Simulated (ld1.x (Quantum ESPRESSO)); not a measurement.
```json
{"Element": "Cd", "Generator": "ld1.x (Quantum ESPRESSO) 7.5", "Type": "norm-conserving RRKJ (Kleinman–Bylander form)", "Functional": "LDA (PZ)", "Relativity": "scalar-relativistic", "Frozen core": "[Ar] 3d10", "Valence charge": "20", "Reference configuration": "4s2 4p6 4d10 5s1.75 5p0 (charge +0.25)", "Partial waves": "4s (bound): rc 0.90 bohr; 4p (bound): rc 1.35 bohr; 4d (bound): rc 1.20 bohr", "Local potential": "the d channel", "Core correction": "none", "rho0": "0.01"}
```

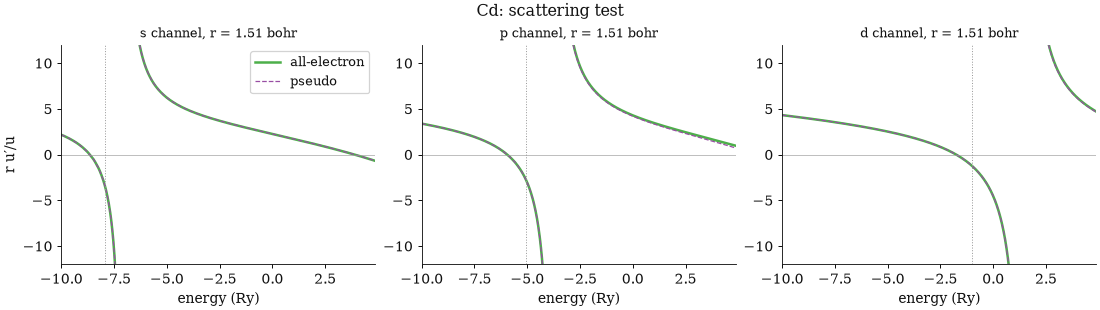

Logarithmic derivatives r u′/u at the test radius against energy, all-electron atom (solid) and pseudo-atom (dashed). Here u = r R(r). The dotted line marks the reference energy of the channel.

### At which energies does the logarithmic derivative pass through zero?

s: all-electron -8.7 and 3.9 Ry, pseudo -8.7 and 3.9 Ry; p: all-electron -6.0 Ry, pseudo -6.0 Ry; d: all-electron -1.7 Ry, pseudo -1.7 Ry.

### Where are the poles, the energies at which the radial function vanishes at the test radius?

s: all-electron at -7.0 Ry, pseudo at -7.0 Ry; p: all-electron at -3.7 Ry, pseudo at -3.7 Ry; d: all-electron at 1.5 Ry, pseudo at 1.5 Ry.

### Does the potential have spurious states?

The plot shows none: pseudo and all-electron curves have the same branches in all channels drawn. The separate test gives: no ghost state below the valence levels in the s, p, d, f channels.
